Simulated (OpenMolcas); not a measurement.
# triplet CH6BSb at 6 levels

Aim: a comparison of 6 runs (UHF/3-21G, U-r2SCAN/def2-SVPD, U-revPBE/def2-SVPD, UB3LYP/def2-SVPD, UBLYP/def2-SVPD, UM06-L/def2-SVPD) of triplet CH6BSb. 

The calculation is run with OpenMolcas 26.06.

### Step 1. The molecule

CH6BSb has 9 atoms, charge 0, and is taken as a triplet. As SMILES of the parent species, `C[BH][SbH2]`. The shape is that of a PBE0-D4/def2-TZVP optimisation. This is one conformer, not always the lowest. That shape belongs to the parent species and isn't relaxed for this state.

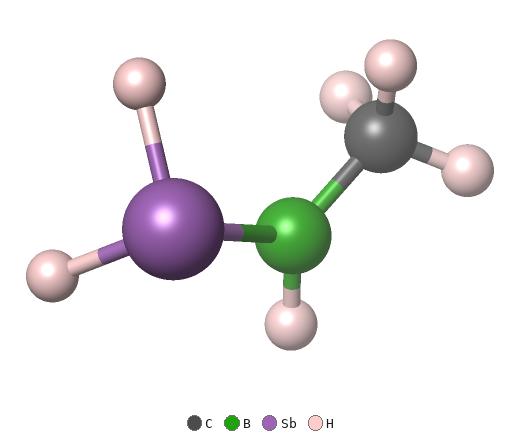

The structure, seen from a chosen angle (carbon dark grey, boron green, antimony purple, hydrogen pink).

### Step 2. The energy at UHF/3-21G (run 1)

Contents of job.inp:

```
>>> EXPORT MOLCAS_PRINT=2

&GATEWAY
 BasLib=$CurrDir
 Coord
 9
 bohr
 C     -1.31619425     1.84569551    -1.13478054
 B      0.72981223    -0.24982179    -1.03368019
 Sb     2.67434041    -1.44941994     2.50143047
 H     -3.09499345     0.84905395    -1.55807919
 H     -1.04256190     3.14185865    -2.72404021
 H     -1.61892837     2.92019378     0.59790935
 H      1.42239685    -1.23493602    -2.95213015
 H      2.37727546    -4.60148311     1.92600887
 H      0.03590480    -1.30844637     4.34485831
 Basis=3-21G
 Group=NoSym

&SEWARD

&SCF
 UHF
 Spin=3
 Thresholds=1e-10 1e-07 1e-07 1e-05
 PrOrbitals=1 1
```

The basis set 3-21G is read from a file made from the Basis Set Exchange's data (not shown).

Command:

```
$ export MOLCAS_MEM=1860
$ pymolcas job.inp > job.log
```

What it wrote:

```text
--- Start Module: gateway ---
[...]
--- Stop Module: gateway /rc=_RC_ALL_IS_WELL_ ---
--- Start Module: seward ---
[...]
      Basis functions           61
--- Stop Module: seward /rc=_RC_ALL_IS_WELL_ ---
[...]
--- Start Module: scf ---
[...]
       Convergence after  25 Iterations
[...]
::    Total SCF energy                              -6351.1830965139
[...]
      Total spin, S                                     1.0091122599
[...]
      Total electronic charge=   68.000000
      Total            charge=   -0.000000
[...]
      Dipole Moment (debye):
      Origin of the operator (angstrom)=    1.1068   -0.5508    0.9777
                   X=  1.9627E+00               Y= -7.1539E-01               Z=  3.3617E+00           Total=  3.9580E+00
      Quadrupole Moment (debye*angstrom):
[...]
--- Stop Module: scf /rc=_RC_ALL_IS_WELL_ ---
[...]
```

Run time: 5.7 s. Hardware: 1 thread of Intel Xeon Platinum 8259CL at 2.50GHz (Skylake/Cascade Lake), shared host; peak memory 0.4 GiB.

### Step 3. The energy at U-r2SCAN/def2-SVPD (core potential) (run 2)

Contents of coord.xyz:

```xyz
9

C     -0.696500     0.976700    -0.600500
B      0.386200    -0.132200    -0.547000
Sb     1.415200    -0.767000     1.323700
H     -1.637800     0.449300    -0.824500
H     -0.551700     1.662600    -1.441500
H     -0.856700     1.545300     0.316400
H      0.752700    -0.653500    -1.562200
H      1.258000    -2.435000     1.019200
H      0.019000    -0.692400     2.299200
```

Contents of mol.inp:

```
&GATEWAY
  BasLib = $CurrDir
  Coord = coord.xyz
  Basis = def2-SVPD
  Group = NoSym

&SEWARD
  GridInput
  Grid=UltraFine
  End of Grid

&SCF
  UHF
  Spin = 3
  KSDFT = 2
  1.0 MGGA_X_R2SCAN
  1.0 MGGA_C_R2SCAN
  Thresholds = 1e-10 1e-07 1e-07 1e-05
  PrOrbitals = 1
```

The basis set def2-SVPD is read from a file made from the Basis Set Exchange's data (not shown).

Command:

```
$ export MOLCAS_MEM=1860
$ pymolcas mol.inp > mol.log
```

What it wrote:

```text
--- Start Module: gateway ---
[...]
--- Stop Module: gateway /rc=_RC_ALL_IS_WELL_ ---
--- Start Module: seward ---
[...]
      Basis functions          120
--- Stop Module: seward /rc=_RC_ALL_IS_WELL_ ---
[...]
--- Start Module: scf ---
[...]
       Convergence after  24 Iterations
[...]
::    Total KS-DFT energy                            -306.6646582917
[...]
      Total spin, S                                     1.0041118339
[...]
      Dipole Moment (debye):
      Origin of the operator (angstrom)=    1.1068   -0.5508    0.9777
                   X=  1.0041E+00               Y= -2.9912E-01               Z=  2.1467E+00           Total=  2.3887E+00
      Quadrupole Moment (debye*angstrom):
[...]
--- Stop Module: scf /rc=_RC_ALL_IS_WELL_ ---
[...]
```

Run time: 4 min. Hardware: 1 thread of Intel Xeon Platinum 8259CL at 2.50GHz (Skylake/Cascade Lake), shared host; peak memory 0.76 GiB.

### Step 4. The energy at U-revPBE/def2-SVPD (core potential) (run 3)

Contents of mol.inp:

```
* CH6BSb Kohn-Sham DFT
>>> EXPORT MOLCAS_PRINT=2

&GATEWAY
  BasLib=$CurrDir
  Coord
  9
  angstrom
  C       -0.696500       0.976700      -0.600500
  B        0.386200      -0.132200      -0.547000
  Sb       1.415200      -0.767000       1.323700
  H       -1.637800       0.449300      -0.824500
  H       -0.551700       1.662600      -1.441500
  H       -0.856700       1.545300       0.316400
  H        0.752700      -0.653500      -1.562200
  H        1.258000      -2.435000       1.019200
  H        0.019000      -0.692400       2.299200
  Basis=def2-SVPD
  Group=NoSym

&SEWARD
  GridInput
  Grid=UltraFine
  End of Grid

&SCF
  UHF
  Spin=3
  KSDFT=revPBE
  Thresholds=1e-10 1e-07 1e-07 1e-05
  PrOrbitals=1 2
```

The basis set def2-SVPD is read from a file made from the Basis Set Exchange's data (not shown).

Command:

```
$ export MOLCAS_MEM=1860
$ pymolcas mol.inp > mol.log
```

What it wrote:

```text
--- Start Module: gateway ---
[...]
--- Stop Module: gateway /rc=_RC_ALL_IS_WELL_ ---
--- Start Module: seward ---
[...]
      Basis functions          120
--- Stop Module: seward /rc=_RC_ALL_IS_WELL_ ---
[...]
--- Start Module: scf ---
[...]
       Convergence after  24 Iterations
[...]
::    Total KS-DFT energy                            -306.6469891359
[...]
      Total spin, S                                     1.0021695615
[...]
      Total electronic charge=   40.000000
      Total            charge=   -0.000000
[...]
      Dipole Moment (debye):
      Origin of the operator (angstrom)=    1.1068   -0.5508    0.9777
                   X=  9.6705E-01               Y= -1.9468E-01               Z=  1.9909E+00           Total=  2.2219E+00
      Quadrupole Moment (debye*angstrom):
[...]
--- Stop Module: scf /rc=_RC_ALL_IS_WELL_ ---
[...]
```

It took 2.7 min on 1 thread of Intel Xeon Platinum 8259CL at 2.50GHz (Skylake/Cascade Lake), shared host; peak memory 0.76 GiB.

Runs 4 to 5 aren't shown in full; the table further down has their settings and results.

### Step 5. A single-point energy at UM06-L/def2-SVPD (core potential) (run 6)

Contents of test.input:

```
&gateway
baslib
$CurrDir
coord
9
angstrom
C       -0.696500       0.976700      -0.600500
B        0.386200      -0.132200      -0.547000
Sb       1.415200      -0.767000       1.323700
H       -1.637800       0.449300      -0.824500
H       -0.551700       1.662600      -1.441500
H       -0.856700       1.545300       0.316400
H        0.752700      -0.653500      -1.562200
H        1.258000      -2.435000       1.019200
H        0.019000      -0.692400       2.299200
basis
def2-SVPD
group
NoSym
&seward
gridinput
Grid=UltraFine
End of Grid
&scf
uhf
spin
3
ksdft
M06L
thresholds
1e-10 1e-07 1e-07 1e-05
prorbitals
1 1
```

The basis set def2-SVPD is read from a file made from the Basis Set Exchange's data (not shown).

Command:

```
$ export MOLCAS_MEM=1860
$ pymolcas test.input > test.log
```

What it wrote:

```text
--- Start Module: gateway ---
[...]
--- Stop Module: gateway /rc=_RC_ALL_IS_WELL_ ---
--- Start Module: seward ---
[...]
      Basis functions          120
--- Stop Module: seward /rc=_RC_ALL_IS_WELL_ ---
[...]
--- Start Module: scf ---
[...]
       Convergence after  23 Iterations
[...]
::    Total KS-DFT energy                            -306.7730832593
[...]
      Total spin, S                                     1.0043546761
[...]
      Total electronic charge=   40.000000
      Total            charge=   -0.000000
[...]
      Dipole Moment (debye):
      Origin of the operator (angstrom)=    1.1068   -0.5508    0.9777
                   X=  1.1362E+00               Y= -3.1441E-01               Z=  2.1685E+00           Total=  2.4683E+00
      Quadrupole Moment (debye*angstrom):
[...]
--- Stop Module: scf /rc=_RC_ALL_IS_WELL_ ---
[...]
```

Run time: 3.8 min. Hardware: 1 thread of Intel Xeon Platinum 8259CL at 2.50GHz (Skylake/Cascade Lake), shared host; peak memory 0.76 GiB.

### Step 6. All runs side by side

```csv
run,level,integration grid,energy (Eh),dipole moment (D),HOMO energy (eV),⟨S²⟩,wall time
1,UHF/3-21G,–,-6351.183097,3.96,-5.92,2.027,5.7 s
2,U-r2SCAN/def2-SVPD (core potential),UltraFine,-306.664658,2.39,-3.10,2.012,4 min
3,U-revPBE/def2-SVPD (core potential),UltraFine,-306.646989,2.22,-2.81,2.007,2.7 min
4,UB3LYP/def2-SVPD (core potential),UltraFine,-306.702949,2.43,-3.51,2.007,2.5 min
5,UBLYP/def2-SVPD (core potential),UltraFine,-306.510828,2.12,-2.64,2.004,2.9 min
6,UM06-L/def2-SVPD (core potential),UltraFine,-306.773083,2.47,-2.88,2.013,3.8 min
```

### Step 7. Summary of results

| quantity | value |
| --- | --- |
| run 6: total energy | -306.77308 Eh |
| run 6: dipole moment | 2.47 D |
| run 6: HOMO energy (highest over α and β) | -2.88 eV |
| run 6: ⟨S²⟩ | 2.013 |

In words: The dipole moment (its size) runs from 2.12 D (UBLYP/def2-SVPD) to 3.96 D (UHF/3-21G). The two ends differ in method and basis and core potential. Totals of different functionals can't be ranked against each other. Some runs of one species differ in core potentials or relativity; totals across that change don't compare. In run 1 relativity is left out where basis or elements ask for it. All runs together took 16 min, the longest 4 min.
